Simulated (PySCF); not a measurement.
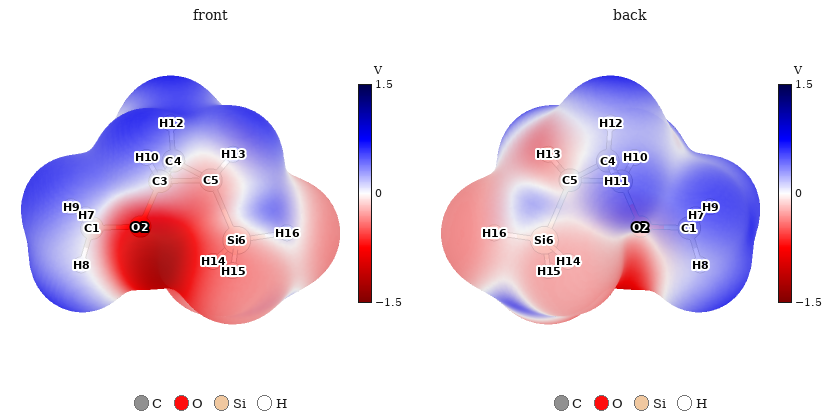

The picture shows: C4H10OSi. The electrostatic potential painted on the density surface at 0.001 e/bohr³, seen from the front and from behind; red is negative and blue positive.

Geometry: GFN2-xTB.

Theory: PBE0/pcSseg-1, SCF density, gas phase, non-relativistic (PySCF 2.14.0).

```tsv
atom	x (Å)	y (Å)	z (Å)
C	2.1397	0.5367	-0.5381
O	0.8573	0.8128	-0.0283
C	0.3859	-0.1497	0.8643
C	-0.1820	-1.4275	0.3283
C	-1.0931	-0.3436	0.8418
Si	-1.9886	0.7501	-0.4072
H	2.1616	-0.4175	-1.0767
H	2.3840	1.3473	-1.2219
H	2.8837	0.5028	0.2671
H	0.9404	-0.1872	1.8023
H	-0.1416	-1.5895	-0.7381
H	-0.0564	-2.3259	0.9153
H	-1.5715	-0.5317	1.7940
H	-1.5788	0.4009	-1.7675
H	-1.7246	2.1568	-0.1202
H	-3.4237	0.4741	-0.2576
```

Which sites attract a positive test charge, and which a negative one?

Answer. A positive charge is drawn to the negative regions and a negative charge to the positive ones. The most negative region (about −1.2 V) lies over O2, the most positive (about +0.6 V) over the C and H atoms. O2 is the likeliest acceptor of a hydrogen bond.

What dipole moment does the calculation give?

Answer. Its dipole moment is 1.99 D.
